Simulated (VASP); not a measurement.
Band structure of SnGeSe2 (space group Pmc2_1). Level of theory: modified Becke-Johnson potential (mBJ), VASP's PBE PAW potentials (set 64) (plane waves; VASP 6.6.1).

mBJ is a potential without an energy functional, so only the levels count. The path is coarsely sampled, so an indirect gap can come out somewhat too large. Without a dispersion term in the relaxation, distances and binding between the weakly bound layers, chains or molecules are unreliable, and so is what depends on them. Unless said otherwise, spin-orbit coupling is left out, though it shifts the bands of the heavy elements here.

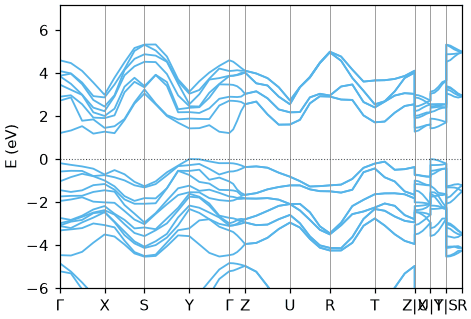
Bands along high-symmetry lines, zero at the valence-band maximum or, without a gap, the Fermi level

Task: Read the plot: is there a gap, and where are the band edges?

Result: The gap is indirect, 1.18 eV, from the valence maximum at Y to the conduction minimum at Γ-X at 0.75.

The structure comes from a computed database's SnGeSe2 entry (Pmc2_1); how it stands against other phases isn't given here. It was relaxed first. The cell's shape comes from a PBE relaxation.
